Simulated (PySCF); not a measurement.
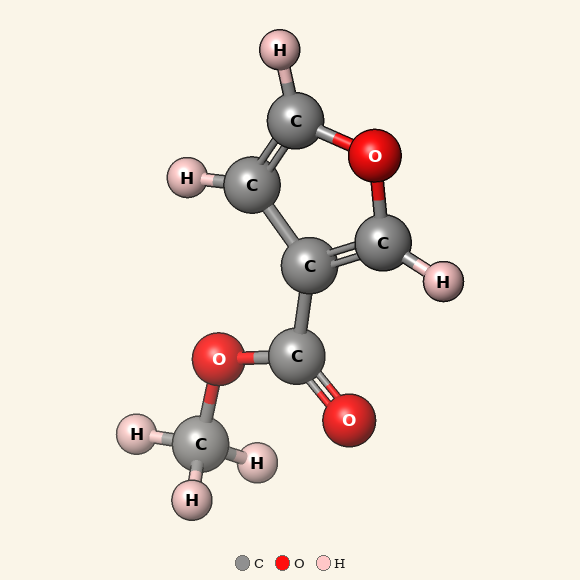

Orthographic view. Atoms fade into the background with distance from the viewer. The geometry was computed by an optimisation with PBE0-D3(BJ)/def2-SVP. No frequency run is at hand to confirm it as a minimum.

> Write the InChI string.

InChI=1S/C6H6O3/c1-8-6(7)5-2-3-9-4-5/h2-4H,1H3
